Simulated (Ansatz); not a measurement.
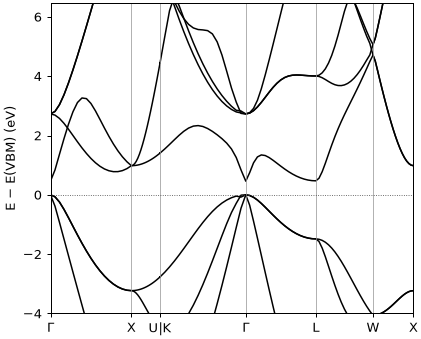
Figure. Band structure from plane-wave PAW r²SCAN+D4 (Ansatz code)

### Question
Read off the gap and where the band edges lie.

### Answer
About 0.5 eV (0.46 eV by a search for the band edges); maximum at Γ, minimum at Γ.

The material is Ge (diamond, Fd-3m).

Symmetry was held in the r²SCAN+D4 relaxation. Scalar-relativistic: spin–orbit coupling is off unless named, which matters more the heavier the elements.

Potentials: the earlier of the program's two PAW sets.
